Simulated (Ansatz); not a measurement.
```
atom    x (Å)    y (Å)    z (Å)
  Al  -0.1092  -0.4779  -0.1674
   C  -0.0171  -0.2609   2.3774
   H  -0.9021   0.3398   2.6321
   H   0.5545  -0.5251   3.2829
   H   0.6701   0.3283   1.7343
   F   1.2225   0.5062  -0.3573
   H  -1.5411   0.2282  -0.2156
   H   0.1389  -2.0526  -0.2982
   H  -0.3321  -1.2297   1.9325
```

Theory: RKS LDA/6-31G* in Ansatz.

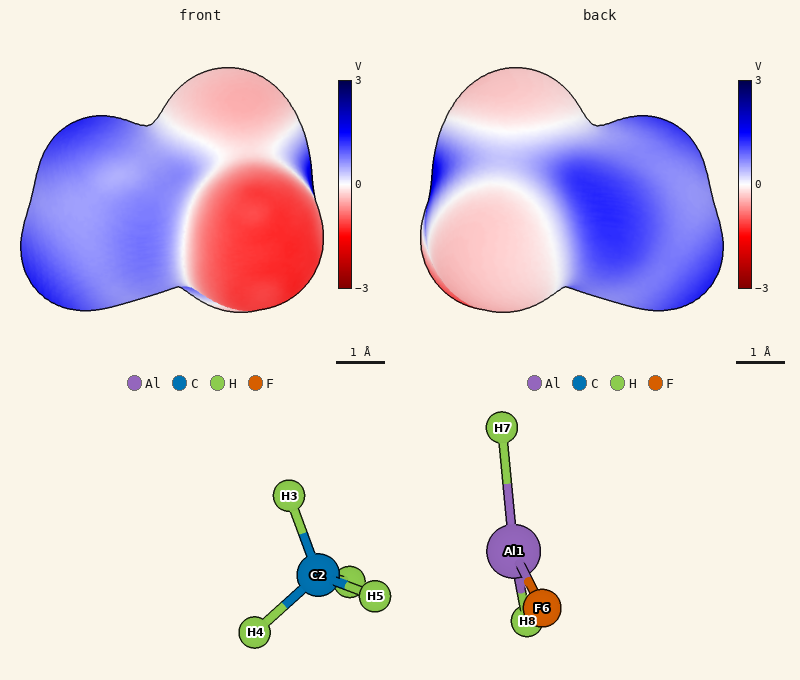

AlFH$_{2}$···CH$_{4}$. The electrostatic potential painted on the density surface at 0.002 e/bohr³, seen from the front and from behind; the colour scale runs from red (negative) to blue (positive). The bare structure is drawn below in the same view.

**Which sites attract a positive test charge, and which a negative one?**

A positive charge is drawn to the negative regions and a negative charge to the positive ones. The most negative region (about −1.3 V) lies over F6, the most positive (about +2.4 V) over Al1.
